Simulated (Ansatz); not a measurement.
# BePd3C (built on the sites of a database entry of CaPd3C): a soft mode frozen in, part 3 of 3

Wanted: the energy along a soft mode of BePd3C (built on the sites of a database entry of CaPd3C) and the structure at the end.

Ansatz 0.2.0; DFT PBEsol, scalar-relativistic, plane waves, PAW.

So far. Step 5 (Energy along the mode, all amplitudes (two of the runs …): The lowest of the steps tried is at 0.32 Å, 2.52 meV/atom below the parent; the bottom of the well need not coincide with a step. Step 7 (The new phase in its own primitive cell): The largest force component left is 0.99 meV/Å and the pressure is 0.000 GPa, within the tolerances set. The cell now holds 13.14 Å³/atom.

The structure was built from a prototype and need not be the compound's stable phase.

**8. Modes of the new phase, k-mesh 10×10×10**

A relaxed structure may still be a saddle point, so its zone-centre modes are computed. No field response is asked, since the mesh shows no gap.

Contents of input.yaml:

```yaml
crystal:
  lattice:
    - [4.0211915446, 0.0, 0.0]
    - [0.0, 2.7561213542, 2.9643532328]
    - [0.0, -2.7561213542, 2.9643532328]
  atoms:
    - { symbol: Be, position: [0.0, 0.0812564192, 0.0812564192] }
    - { symbol: Pd, position: [0.0, 0.491575717, 0.491575717] }
    - { symbol: Pd, position: [0.5, 0.4856659113, 0.9972541168] }
    - { symbol: Pd, position: [0.5, 0.9972541168, 0.4856659113] }
    - { symbol: C, position: [0.5, 0.5024148025, 0.5024148025] }
kpoints:
  mp_grid: { grid: [10, 10, 10] }
hamiltonian:
  xc: pbesol
scf:
  occupations: { method: methfessel_paxton, width: 0.2 }
output:
  eigenvalues: true
phonons:
  method: dfpt
```

The run is started by

```
$ ansatz run input.yaml --threads 4 --pin off --max-ram 14336MiB --backend cpu --events-out ev --progress --plain --runs-dir out
```

Numbers of over 12 decimals in the logs are rounded to 6 here.

The program printed:

```text
zone centre: on kpoints.mp_grid the ground state, and the responses unless they are solved on pairs of k-points, stand on 312 of the mesh's 1000 k-points, reduced under 2 symmetry operations, with k and −k counted as one. Each operation leaves every solved displacement unchanged or reverses it
[...]
Crystal: 5 atoms, lattice volume = 65.707 Å³
Basis set: ecut = 420 eV, 1289 PW (Γ), exchange–correlation on 54×60×60 points (8 copies of the dense FFT grid, shifted against one another)
Bands: 36, of which v1, the nominal top of the filled ones, is band 30 counted from 1 (29 counted from 0)
Symmetry: 4 space group operations
k-points: 312 of 1000 (irreducible under 2 space group operations, time reversal used)
[...]
SCF iter   1: F=—  HF=-21055.900749 eV  |F-HF|=—  |Δ(HF+E_count)|=         —  Δρ=8.25e-3  dr2=3.67e-2  ethr=1.77e-3  ⟨swp⟩=5.1  Hψ=44330  notcnv=0
[...]
SCF iter  11: F=-21055.890454 eV  HF=-21055.890454 eV  |F-HF|=0.00e0  |Δ(HF+E_count)|=    0.00e0  S|Δr|=    0.00e0  Δρ=5.01e-8  dr2=1.20e-12  ethr=1.00e-12  ⟨swp⟩=9.0  Hψ=48893  notcnv=0
SCF 1 converged in 11 iterations: F = -21055.890454 eV  dr2 = 1.20e-12
[...]
DFPT response loops at Γ: preconditioner auto → Kerker (q_TF=auto, 2.687 Å⁻¹) (partly filled bands, converged f_vac=0.000); β = 1.00, the filter's whole step (`scf.mixing.beta` (0.50) is not read by the response loops under this deck's `scf.mixing.preconditioner`; to damp them name `kerker` or `kerker_dos`, under which they read `scf.mixing.beta`, and type it under 1.00, their step now; both keys bind the ground state too); Broyden in place of MSR1
SCF converged after 11 iterations
[...]
Free energy (F): -21055.890454 eV
[...]
Internal energy: -21055.888975 eV  (E = F + TS)
E sigma→0 (E₀):  -21055.890084 eV
Entropy (-TS):   -0.001479 eV (-0.296 meV/atom)
Fermi energy:    15.594140 eV
[...]
--- Band table (eV; the first three rows and the last of 312) ---
  k-point 0: bands = [... 26 lower, 13.2857, 14.3490, 14.4238, 14.4468, 14.6374, 18.4030, 18.5212, 18.6104, ... 2 higher]
  k-point 1: bands = [... 26 lower, 13.4930, 14.3969, 14.4321, 14.5817, 14.6683, 18.2706, 18.5183, 18.7551, ... 2 higher]
  k-point 2: bands = [... 26 lower, 13.6291, 14.2777, 14.4332, 14.9240, 14.9338, 18.1338, 18.8392, 19.0458, ... 2 higher]
  k-point 311: bands = [... 26 lower, 14.3239, 14.4055, 14.4885, 14.6931, 14.6936, 17.3666, 17.4569, 18.1239, ... 2 higher]
--- Phonons (Γ-DFPT): 12 representative perturbations + reference, on 312 of 1000 k-points (Σ response iterations 42) ---
  k mesh reduced under 2 symmetry operations, with k and −k counted as one. Each operation leaves every solved displacement unchanged or reverses it
  ASR residual: 5.883e-5 → 0.000e0 eV/Å²; symmetrization residual: 2.134e-6 eV/Å²
  ASR residual per site (eV/Å²): 5.88e-5 6.50e-6 1.27e-5 1.27e-5 3.80e-6
[...]
non-analytic LO–TO correction: not included (Born effective charges unavailable; polar crystals: no LO–TO splitting at Γ)
```

Elapsed: 5.4 min, on 4 threads of Arm Neoverse V1, shared host; peak memory 2.2 GiB; 21 min of CPU time.

Numbers from this step:

| Quantity | Value |
| --- | --- |
| sum-rule residual before enforcement | 5.88e-5 eV/Å² |
| point group | mm2 |
| highest optical mode at the zone centre (no LO-TO term) | 515.4 cm⁻¹ |
| lowest optical zone-centre mode | -61.12 cm⁻¹ |

Patterns of degenerate modes are one choice out of their space. Modes at Γ, with each element's share of the kinetic energy (negative means imaginary):

| mode | frequency (cm⁻¹) | symmetry | Be % | Pd % | C % |
| --- | --- | --- | --- | --- | --- |
| 1 | -61.1 | B2 | 52 | 39 | 8 |
| 2 | 0.0 | acoustic | 3 | 94 | 4 |
| 3 | 0.0 | acoustic | 3 | 94 | 4 |
| 4 | 0.0 | acoustic | 3 | 94 | 4 |
| 5 | 35.0 | B2 | 1 | 98 | 2 |
| 6 | 87.7 | A2 | 0 | 100 | 0 |
| 7 | 103.5 | A1 | 4 | 95 | 1 |
| 8 | 129.5 | B1 | 21 | 69 | 10 |
| 9 | 139.1 | B2 | 44 | 49 | 8 |
| 10 | 173.1 | A1 | 4 | 83 | 13 |
| 11 | 174.8 | B1 | 76 | 21 | 2 |
| 12 | 233.6 | A1 | 89 | 11 | 0 |
| 13 | 447.9 | B2 | 0 | 21 | 79 |
| 14 | 499.4 | A1 | 0 | 17 | 83 |
| 15 | 515.4 | B1 | 0 | 16 | 84 |

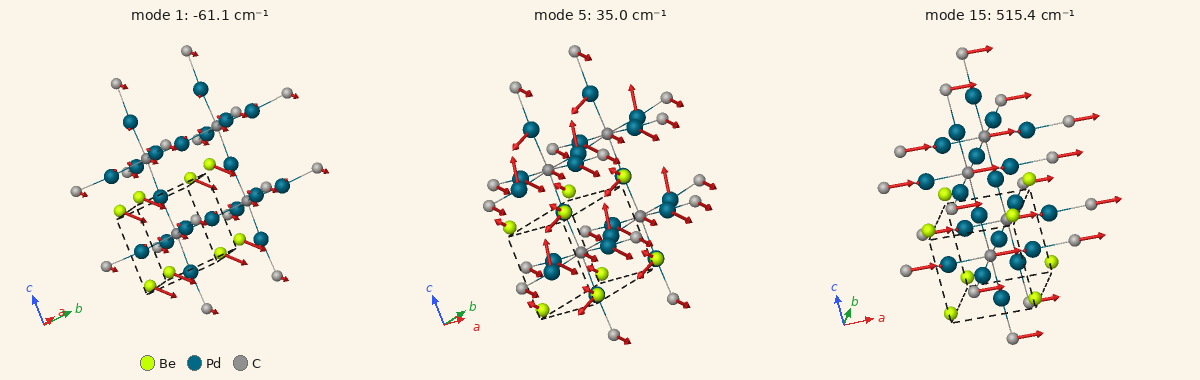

Displacement patterns of modes 1, 5 and 15 at Γ; arrows are exaggerated. 1×2×2 cells are drawn. Some periodic images of atoms are drawn too.

Before it was imposed, the acoustic sum rule was missed by 5.9e-5 eV/Å². Small misses are needed for a sound result but don't prove that mesh and cutoff are converged. The lowest optical mode is imaginary, 61.1i cm⁻¹, so the energy falls along it.

**9. The phases reached**

The phases reached along the modes that were followed are set side by side.

Energies are those of the first relaxation, on the mesh of the frozen mode; space group, volume and gap are those of the last relaxation. Phases, by row:

| mode frozen in | space group | energy from parent (meV/atom) | volume (Å³/atom) | gap on mesh (eV) | lowest zone-centre optical mode (cm⁻¹) | largest shift (Å) |
| --- | --- | --- | --- | --- | --- | --- |
| parent | Pm-3m | 0 | 12.95 | 0 | – | – |
| q = (0, 0, -0.5), 128i cm⁻¹ | Cmcm | -13.51 | 13.03 | 0 | – | 0.235 |
| q = (0, 0, -0.5), 128i cm⁻¹ | Pmma | -13.86 | 13.08 | 0 | – | 0.328 |
| q = (0, 0, -0.5), 128i cm⁻¹ | P2_1/m | -14.45 | 13.08 | 0 | – | 0.345 |
| q = (0, 0, 0), 108i cm⁻¹ | P4mm | -6.98 | 13.19 | 0 | 70 | 0.397 |
| q = (0, 0, 0), 108i cm⁻¹ | R3m | -6.18 | 13.09 | 0 | -38.6 | 0.377 |
| q = (0, 0, 0), 108i cm⁻¹ | Amm2 | -6.92 | 13.14 | 0 | -61.1 | 0.413 |

**10. Summary of results**

```
unstable mode of the parent                                                      : q = (0, 0, 0), 108i cm⁻¹
depth at the lowest point sampled                                                : 2.52 meV/atom
largest atomic shift at that point                                               : 0.32 Å
space group reached (within 0.01 Å)                                              : Amm2
energy gained over the parent (first relaxation, on the mesh of the frozen mode) : 6.92 meV/atom
volume per atom, phase reached                                                   : 13.1 Å³
lowest optical zone-centre mode, phase reached                                   : -61.1 cm⁻¹
highest optical mode at the zone centre (no LO-TO term), phase reached           : 515 cm⁻¹
```

**Reading.** Along this mode the structure falls into Amm2, 6.92 meV/atom below the parent. At the parent's cell the well is 2.523 meV/atom deep on the steps tried, with its lowest point at a shift of 0.32 Å. Relaxing atoms and cell changes the gain by +4.39 meV/atom against the lowest step (energies at zero smearing). Most of the total comes from this relaxation. The new phase still has an imaginary mode at the zone centre of its cell, so it is a saddle point on the way to a lower structure. Of the 6 patterns followed to their end from this parent, this one ends 7.53 meV/atom above the lowest, P2_1/m. Another end point lies within 1 meV/atom; how such a difference moves with mesh and cutoff was not tested. Each path keeps the symmetry of its pattern, so a lower phase may lie along a pattern not tried. With no gap, or one that is small against the smearing, the frequencies hang on the k mesh and the smearing, most of all near Kohn anomalies. A phonon run warned that its eigensolver left some bands unconverged in a pass. The starting cell was built on a prototype and not taken from a measurement, so the phase need not exist.

[Logs are printed without paths, hosts, clocks, repeated set-up lines and the standing remarks that a program may print on its own settings, such as how far it seeks lower states.]

[Hosts, paths, dates, database ids (printed as entryN), source tags and the programs' standing remarks are cut or masked in the printed files.]
